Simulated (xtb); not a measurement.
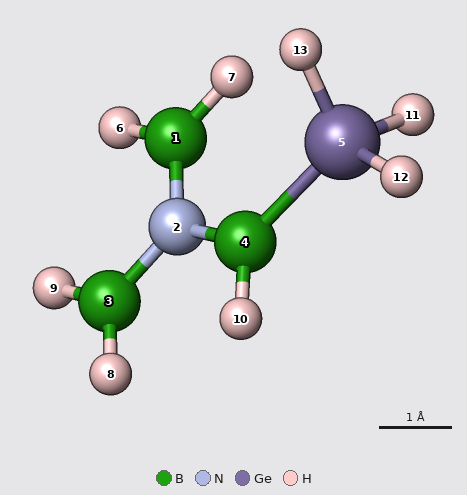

The structure as given in the input (ball-and-stick view, seen at a tilt; atoms are numbered from 1 in the order of the input). Sticks mark near contacts.

## GeB3NH8: molecular dynamics

System: GeB3NH8.
Method: GFN1-xTB (xtb 6.7.1).

The starting geometry was optimised with GFN1-xTB.

The input (coord)
```
$coord
     -0.071582825601      3.038981964578      0.021146035335  b
     -1.439139827470      0.728149270341      0.488815456657  n
     -4.028140207252      0.878288010942      1.385074763044  b
     -0.278318863635     -1.731423767166      0.081050353485  b
      3.334062698938     -2.167950501954     -1.135725400900  ge
     -1.055563218693      5.011761552381      0.368269827167  h
      2.064525791154      2.913938786912     -0.723273776939  h
     -5.167134834348     -1.007167332642      1.761508207070  h
     -4.948795877909      2.887558210212      1.722976691389  h
     -1.598972863091     -3.539381442379      0.514553526474  h
      3.863034835744     -1.083379987248     -3.682773860716  h
      4.029274042927     -4.896790614959     -1.340099281278  h
      5.296770046497     -1.032621943541      0.538496356473  h
$end
```

File detailed.inp
```
$md
   temp=200
   time=0.2
   step=1
   dump=20
   hmass=1
   shake=0
   nvt=false
$end
```

Launched with:
```bash
xtb coord --md -I detailed.inp --gfn 1 -u 0 > xtb.out 2> xtb.err
```

Output
```
* xtb version 6.7.1
   ID    Z sym.   atoms
    1    5 b      1, 3, 4
    2    7 n      2
    3   32 ge     5
    4    1 h      6-13

           -------------------------------------------------
          |                Calculation Setup                |
           -------------------------------------------------

          program call               : xtb coord --md -I detailed.inp --gfn 1 -u 0
          coordinate file            : coord
          omp threads                :                     1

           -------------------------------------------------
          |                 G F N 1 - x T B                 |
           -------------------------------------------------

      * Hamiltonian:
        H0-scaling (s, p, d)           1.850000    2.250000    2.000000
        zeta-weighting                 0.000000
      * Dispersion:
        s8                             2.400000
        a1                             0.630000
        a2                             5.000000
        s9                             0.000000
      * Repulsion:
        kExp                           1.500000
        rExp                           1.000000
      * Coulomb:
        alpha                          2.000000
        third order                    atomic
        anisotropic                    false
      * Halogen bond correction:
        rad-scale                      1.300000
        damping                        0.440000

          ...................................................
          :                      SETUP                      :
          :.................................................:
          :  # basis functions                  42          :
          :  # atomic orbitals                  41          :
          :  # shells                           27          :
          :  # electrons                        26          :
          :  # halogen bonds                     0          :
          :  max. iterations                   250          :
          :  Hamiltonian                  GFN1-xTB          :
          :  restarted?                      false          :
          :  GBSA solvation                  false          :
          :  PC potential                    false          :
          :  electronic temp.          300.0000000     K    :
          :  accuracy                    1.0000000          :
          :  -> integral cutoff          0.2500000E+02      :
          :  -> integral neglect         0.1000000E-07      :
          :  -> SCF convergence          0.1000000E-05 Eh   :
          :  -> wf. convergence          0.2000000E-04 e    :
          :  Broyden damping             0.4000000          :
          :  net charge                          0          :
          :  unpaired electrons                  0          :
          ...................................................

 iter      E             dE          RMSdq      gap      omega  full diag
   1    -13.3898436 -0.133898E+02  0.751E+00    3.89       0.0  T
   2    -13.4739415 -0.840979E-01  0.431E+00    3.16       1.0  T
   3    -13.4610110  0.129305E-01  0.162E+00    2.87       1.0  T
   4    -13.4926775 -0.316664E-01  0.596E-01    2.90       1.0  T
   5    -13.4934591 -0.781601E-03  0.146E-01    3.00       1.0  T
   6    -13.4938122 -0.353183E-03  0.255E-02    2.98       1.1  T
   7    -13.4938195 -0.727745E-05  0.129E-02    2.98       2.2  T
   8    -13.4938210 -0.152763E-05  0.323E-03    2.98       8.6  T
   9    -13.4938211 -0.694110E-07  0.821E-04    2.98      33.8  T
  10    -13.4938211 -0.193814E-08  0.216E-04    2.98     128.3  T
  11    -13.4938211 -0.992856E-09  0.503E-05    2.98     551.6  T
  12    -13.4938211 -0.572165E-11  0.188E-05    2.98    1476.9  T

   *** convergence criteria satisfied after 12 iterations ***

         #    Occupation            Energy/Eh            Energy/eV
      -------------------------------------------------------------
         1        2.0000           -0.7728719             -21.0309
       ...           ...                  ...                  ...
         7        2.0000           -0.5050927             -13.7443
         8        2.0000           -0.5000332             -13.6066
         9        2.0000           -0.4727980             -12.8655
        10        2.0000           -0.4721597             -12.8481
        11        2.0000           -0.4694308             -12.7739
        12        2.0000           -0.4626023             -12.5880
        13        2.0000           -0.4337933             -11.8041 (HOMO)
        14                         -0.3241458              -8.8205 (LUMO)
        15                         -0.2994351              -8.1480
        16                         -0.2382147              -6.4822
        17                         -0.2157767              -5.8716
        18                         -0.2073937              -5.6435
       ...                                ...                  ...
        41                          0.5631495              15.3241
      -------------------------------------------------------------
                  HL-Gap            0.1096475 Eh            2.9837 eV
             Fermi-level           -0.3789696 Eh          -10.3123 eV

 SCC (total)                   0 d,  0 h,  0 min,  0.027 sec
 SCC setup                      ...        0 min,  0.000 sec (  0.546%)
 Dispersion                     ...        0 min,  0.000 sec (  0.276%)
 classical contributions        ...        0 min,  0.000 sec (  0.188%)
 integral evaluation            ...        0 min,  0.009 sec ( 33.410%)
 iterations                     ...        0 min,  0.008 sec ( 28.872%)
 molecular gradient             ...        0 min,  0.010 sec ( 35.861%)
 printout                       ...        0 min,  0.000 sec (  0.810%)

         :::::::::::::::::::::::::::::::::::::::::::::::::::::
         ::                     SUMMARY                     ::
         :::::::::::::::::::::::::::::::::::::::::::::::::::::
         :: total energy             -13.353420594967 Eh    ::
         :: gradient norm              0.000038520095 Eh/a0 ::
         :: HOMO-LUMO gap              2.983659124226 eV    ::
         ::.................................................::
         :: SCC energy               -13.493821114868 Eh    ::
         :: -> electrostatic           0.031815448168 Eh    ::
         :: repulsion energy           0.144815837794 Eh    ::
         :: dispersion energy         -0.004415317893 Eh    ::
         :: halogen bond corr.         0.000000000000 Eh    ::
         :: add. restraining           0.000000000000 Eh    ::
         :: total charge               0.000000000000 e     ::
         :::::::::::::::::::::::::::::::::::::::::::::::::::::

           -------------------------------------------------
          |                Property Printout                |
           -------------------------------------------------

    * Orbital Energies and Occupations

         #    Occupation            Energy/Eh            Energy/eV
      -------------------------------------------------------------
         1        2.0000           -0.7728719             -21.0309
         2        2.0000           -0.6500660             -17.6892
         3        2.0000           -0.6044946             -16.4491
         4        2.0000           -0.5951203             -16.1940
         5        2.0000           -0.5470019             -14.8847
         6        2.0000           -0.5150377             -14.0149
         7        2.0000           -0.5050927             -13.7443
         8        2.0000           -0.5000332             -13.6066
         9        2.0000           -0.4727980             -12.8655
        10        2.0000           -0.4721597             -12.8481
        11        2.0000           -0.4694308             -12.7739
        12        2.0000           -0.4626023             -12.5880
        13        2.0000           -0.4337933             -11.8041 (HOMO)
        14                         -0.3241458              -8.8205 (LUMO)
        15                         -0.2994351              -8.1480
        16                         -0.2382147              -6.4822
        17                         -0.2157767              -5.8716
        18                         -0.2073937              -5.6435
        19                         -0.1701227              -4.6293
        20                         -0.1394965              -3.7959
        21                         -0.1081116              -2.9419
        22                         -0.0914892              -2.4895
        23                         -0.0873383              -2.3766
        24                         -0.0799560              -2.1757
       ...                                ...                  ...
        41                          0.5631495              15.3241
      -------------------------------------------------------------
                  HL-Gap            0.1096475 Eh            2.9837 eV
             Fermi-level           -0.3789696 Eh          -10.3123 eV

  Mulliken/CM5 charges         n(s)   n(p)   n(d)
     1b     0.32036  0.11892   0.969  1.711  0.000
     2n    -0.34210 -0.40194   1.506  3.836  0.000
     3b     0.31117  0.10634   0.975  1.714  0.000
     4b     0.26959  0.12142   1.035  1.695  0.000
     5ge   -0.07624 -0.22493   1.429  2.346  0.301
     6h    -0.07450  0.03904   1.074  0.000  0.000
     7h    -0.06447  0.04708   1.064  0.000  0.000
     8h    -0.07999  0.03305   1.080  0.000  0.000
     9h    -0.08217  0.03087   1.082  0.000  0.000
    10h    -0.06197  0.04803   1.062  0.000  0.000
    11h    -0.03779  0.02971   1.038  0.000  0.000
    12h    -0.04399  0.02281   1.044  0.000  0.000
    13h    -0.03790  0.02960   1.038  0.000  0.000

Wiberg/Mayer (AO) data.
largest (>0.10) Wiberg bond orders for each atom

 ---------------------------------------------------------------------------
     #   Z sym  total        # sym  WBO       # sym  WBO       # sym  WBO
 ---------------------------------------------------------------------------
     1   5 b    3.216 --     2 n    1.168     6 h    0.963     7 h    0.901
     2   7 n    3.504 --     1 b    1.168     4 b    1.140     3 b    1.128
     3   5 b    3.189 --     2 n    1.128     9 h    0.966     8 h    0.965
     4   5 b    3.208 --     2 n    1.140     5 ge   0.969    10 h    0.892
     5  32 ge   4.049 --     4 b    0.969    12 h    0.930    13 h    0.925
                            11 h    0.925
     6   1 h    1.000 --     1 b    0.963
     7   1 h    1.000 --     1 b    0.901
     8   1 h    1.001 --     3 b    0.965
     9   1 h    0.995 --     3 b    0.966
    10   1 h    0.997 --     4 b    0.892
    11   1 h    0.995 --     5 ge   0.925
    12   1 h    0.993 --     5 ge   0.930
    13   1 h    0.996 --     5 ge   0.925
 ---------------------------------------------------------------------------

Topologies differ in total number of bonds
Writing topology from bond orders to xtbtopo.mol

 dipole moment from electron density (au)
     X       Y       Z
  -0.7772   0.3398   0.2630  total (Debye):    2.257

           -------------------------------------------------
          | TOTAL ENERGY              -13.353420594967 Eh   |
          | GRADIENT NORM               0.000038520095 Eh/α |
          | HOMO-LUMO GAP               2.983659124226 eV   |
           -------------------------------------------------
           -------------------------------------------------
          |               Molecular Dynamics                |
           -------------------------------------------------
 trajectories on xtb.trj or xtb.trj.<n>

 MD time /ps        :    0.20
 dt /fs             :    1.00
 SCC accuracy       :    2.00
 temperature /K     :  200.00
 max steps          :   200
 block length (av.) :  5000
 dumpstep(trj) /fs  :   20.00    20
 dumpstep(coords)/fs: 1000.00  1000
 H atoms mass (amu) :     1
 # deg. of freedom  :    39
 SHAKE off
         time (ps)    <Epot>      Ekin   <T>   T     Etot       error
      0    0.00      0.00000   0.0703    0.    0.   -13.28312    0.0000
 average properties
 Epot               :  -13.252972441509627
 Epot (accurate SCC):  -13.317690192440457
 Ekin               :   3.2517411395291775E-002
 Etot               :  -13.220455030114335
 T                  :   526.57415734897836
 normal exit of md()

------------------------------------------------------------------------
------------------------------------------------------------------------
 total:
 *  cpu-time:     0 d,  0 h,  0 min,  3.887 sec
 * ratio c/w:     0.999 speedup
 SCF:
 *  cpu-time:     0 d,  0 h,  0 min,  0.027 sec
 * ratio c/w:     0.993 speedup
 MD:
 *  cpu-time:     0 d,  0 h,  0 min,  3.843 sec
 * ratio c/w:     0.999 speedup
```

Standard error
```
normal termination of xtb
```

Trajectory as extended XYZ (Å, eV, eV/Å), 10 frames, from step=0 to step=9
```
13
Properties=species:S:1:pos:R:3 step=0 time_fs=0.0 energy=-363.36509
B    -0.0379    1.6082    0.0112
N    -0.7616    0.3853    0.2587
B    -2.1316    0.4648    0.7329
B    -0.1473   -0.9162    0.0429
Ge    1.7643   -1.1472   -0.6010
H    -0.5586    2.6521    0.1949
H     1.0925    1.5420   -0.3827
H    -2.7343   -0.5330    0.9322
H    -2.6188    1.5280    0.9118
H    -0.8461   -1.8730    0.2723
H     2.0442   -0.5733   -1.9488
H     2.1322   -2.5913   -0.7091
H     2.8029   -0.5464    0.2850
13
Properties=species:S:1:pos:R:3 step=1 time_fs=20.0 energy=-362.61625
B    -0.0316    1.6311    0.0418
N    -0.8344    0.4354    0.2885
B    -2.2521    0.4190    0.6885
B    -0.1419   -0.8370    0.1048
Ge    1.7948   -1.1558   -0.6175
H    -0.4254    2.6761    0.5464
H     1.0229    1.5824   -0.5546
H    -2.7562   -0.6901    0.7578
H    -2.6846    1.5439    0.9785
H    -0.7426   -1.7613    0.6718
H     2.1564   -1.2348   -2.1475
H     1.7087   -2.5383   -0.3926
H     3.0457   -0.8340    0.0803
13
Properties=species:S:1:pos:R:3 step=2 time_fs=40.0 energy=-362.71674
B    -0.1267    1.6914    0.1667
N    -0.8710    0.4517    0.2157
B    -2.2392    0.4529    0.6691
B     0.0204   -0.7559    0.1970
Ge    1.7894   -1.1967   -0.6265
H    -0.2994    2.7359    0.6596
H     0.8030    1.5999   -0.6334
H    -2.8023   -0.6353    0.5281
H    -2.8074    1.4305    0.8120
H    -0.4599   -1.7938    0.5304
H     1.8350   -0.8504   -2.0626
H     2.2194   -2.6372   -0.3069
H     2.8755   -0.2554   -0.0565
13
Properties=species:S:1:pos:R:3 step=3 time_fs=60.0 energy=-362.37746
B    -0.1488    1.7545    0.1352
N    -0.7391    0.4573    0.2828
B    -2.2023    0.4172    0.5305
B    -0.1240   -0.8240    0.2334
Ge    1.7908   -1.1980   -0.6285
H    -0.8094    2.5125    0.7998
H     0.8995    2.1036   -0.2783
H    -2.8704   -0.5299    0.7413
H    -2.7540    1.4952    0.8856
H    -0.7120   -1.6148    0.9532
H     1.5635   -1.1183   -2.0573
H     2.6296   -2.6014   -0.6478
H     2.8717   -0.1992   -0.2714
13
Properties=species:S:1:pos:R:3 step=4 time_fs=80.0 energy=-362.42645
B    -0.1742    1.7939    0.2031
N    -0.7189    0.4337    0.3335
B    -2.1143    0.4439    0.5312
B     0.0102   -0.9419    0.3050
Ge    1.7593   -1.1783   -0.6340
H    -0.7228    2.8144   -0.0248
H     1.0160    1.6858   -0.1244
H    -2.6716   -0.6751    0.3888
H    -2.7501    1.3442    0.3064
H    -0.7299   -1.8948    0.4997
H     1.5620   -1.1286   -2.1621
H     2.1948   -2.4727   -0.1364
H     2.7900   -0.1653   -0.4470
13
Properties=species:S:1:pos:R:3 step=5 time_fs=100.0 energy=-362.24731
B     0.0519    1.5913    0.1027
N    -0.7270    0.4080    0.4749
B    -2.1994    0.3246    0.3924
B    -0.0096   -0.7373    0.2573
Ge    1.7350   -1.1518   -0.6319
H    -0.7125    2.4858   -0.0704
H     1.1215    1.8582    0.4658
H    -2.6987   -0.5766    0.8770
H    -2.7159    1.4585    0.3680
H    -0.5869   -1.7543    0.4971
H     1.5548   -1.5993   -2.1068
H     2.3450   -2.3880   -0.2465
H     2.9520   -0.2727   -0.5169
13
Properties=species:S:1:pos:R:3 step=6 time_fs=120.0 energy=-361.96074
B     0.0616    1.6350    0.1763
N    -0.7222    0.4397    0.4512
B    -2.2036    0.3800    0.4893
B    -0.1212   -0.8978    0.2904
Ge    1.7504   -1.1358   -0.6391
H    -0.0654    2.4265   -0.6906
H     1.2385    1.3300    0.3672
H    -2.7121   -0.7549    0.7486
H    -2.8042    1.0218   -0.2351
H    -0.8316   -1.9154    0.4907
H     1.3365   -1.4133   -1.9882
H     2.3189   -2.4252    0.1366
H     2.7380   -0.0050   -0.9082
13
Properties=species:S:1:pos:R:3 step=7 time_fs=140.0 energy=-362.16968
B     0.1053    1.5173    0.1229
N    -0.7007    0.3732    0.3905
B    -2.1580    0.3968    0.3993
B    -0.0474   -0.9179    0.2996
Ge    1.7209   -1.1254   -0.6285
H    -0.5803    2.4636   -0.0866
H     1.0374    1.7805    0.7493
H    -2.6839   -0.1494    1.2022
H    -2.7766    1.4188    0.0638
H    -0.7472   -1.8483    0.3987
H     1.5483   -1.8126   -1.9304
H     2.8973   -2.1493   -0.1910
H     2.6003    0.0443   -0.7550
13
Properties=species:S:1:pos:R:3 step=8 time_fs=160.0 energy=-362.09379
B    -0.0399    1.6202    0.2712
N    -0.6818    0.2738    0.2383
B    -2.0327    0.5487    0.5039
B    -0.0531   -1.0540    0.2828
Ge    1.7265   -1.1251   -0.6202
H    -0.5301    2.5550   -0.2871
H     1.1976    1.6431    0.2883
H    -2.8460   -0.3572    0.9291
H    -2.4726    1.3486   -0.2208
H    -0.7089   -1.9833    0.7811
H     1.4384   -1.6989   -2.0690
H     2.6371   -1.8528    0.1447
H     2.1888    0.1803   -1.1397
13
Properties=species:S:1:pos:R:3 step=9 time_fs=180.0 energy=-362.33830
B     0.0297    1.5898    0.1985
N    -0.6872    0.3151    0.2150
B    -2.1648    0.4979    0.4370
B    -0.1103   -0.9716    0.3286
Ge    1.7358   -1.1331   -0.6346
H    -0.6264    2.5314    0.4009
H     1.1060    1.5684    0.6910
H    -2.5006   -0.2890    1.1306
H    -2.7283    1.5654    0.4151
H    -0.7933   -1.8182    0.7965
H     1.8250   -2.2605   -1.6434
H     2.9200   -1.6447    0.1122
H     2.3956    0.1746   -1.0914
```

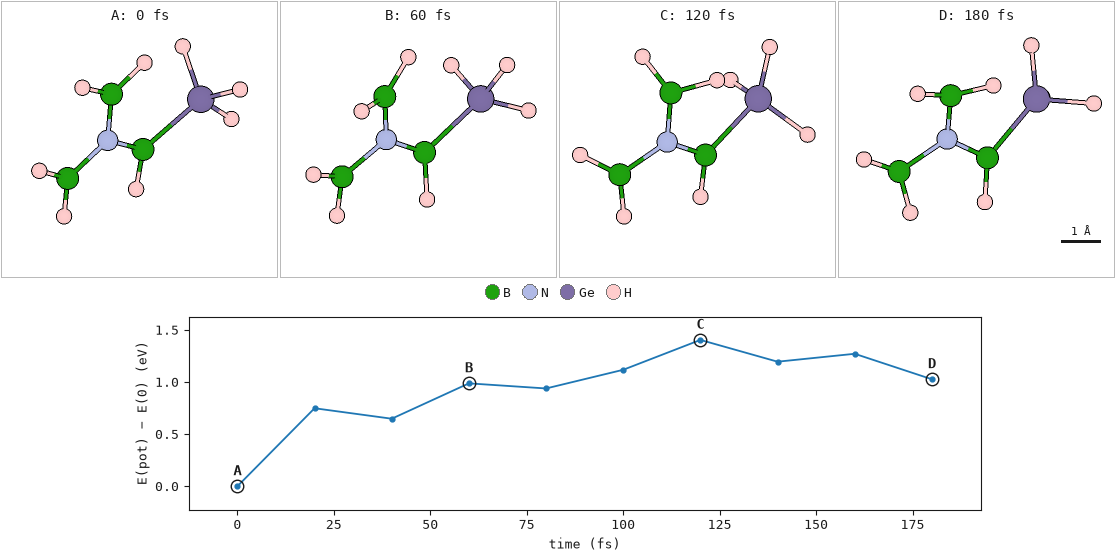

Frames of the molecular dynamics (ball-and-stick, seen at a tilt) above the curves, on which the letters mark them. The trajectory kept here has 10 frames over 180 fs. The potential energy ends 1.027 eV above its first value. After an unweighted best fit of the last frame on the first, the root-mean-square displacement is 0.82 Å, and H13 has moved furthest (1.57 Å).

Summary

- outcome: finished
- trajectory: 10 frames kept, 180 fs
- electrons treated: 26
- potential energy (first step): −13.353421 hartree
- dispersion energy (first step): −0.004415 hartree
- basis functions (first step): 42
- hardware: 1 thread of Intel Xeon @ 2.70GHz, 189 GiB of memory available, shared host
- wall time: 4 s
- peak memory: 0.074 GiB

Remarks

Settings chosen away from the usual ones: method = gfn1-xtb; task = md; geo = {"prev": "A"}; x = {"md_temperature": 200, "md_time": 0.2, "time_step": 1, "md_dump": 20, "hydrogen_mass": 1, "shake": 0, "nvt": "false"}. So short a trajectory is not equilibrated.
